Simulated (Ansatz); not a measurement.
```csv
atom,x (Å),y (Å),z (Å)
F,1.6649,1.3195,2.6014
F,0.6308,1.2790,0.5244
F,-1.5269,1.4980,1.3499
N,-0.2579,-0.0239,2.6047
S,0.0625,1.5412,2.0111
```

Geometry: B3LYP-D3(BJ)/6-311G**.

Method: isolated molecule in a Gaussian basis; Kohn-Sham density functional theory, functional PBE0 (Ansatz).

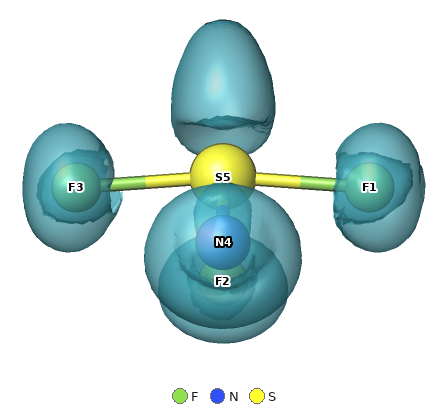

F3NS (SMILES N#S(F)(F)F) (triplet). Isosurface of the ELF at 0.8 (cyan), seen from one side. Core shells and regions of very low density are left out.

### Identify the bonds, lone pairs and shells in this picture.

The surface consists of one region between bonded N–S atoms (shared pairs), one lobe on N, pointing away from the bonds (non-bonding electrons), one lobe on S, pointing away from the bonds (non-bonding electrons) and three regions wrapped around F (its lone pairs, merged into a ring or cap). Along the contacts the grid gives the following. S–F (1.61 Å): the ELF peaks at about 0.80 between the atoms; a polar covalent bond. S–N (1.70 Å): the ELF peaks at about 0.90 between the atoms; a covalent bond.
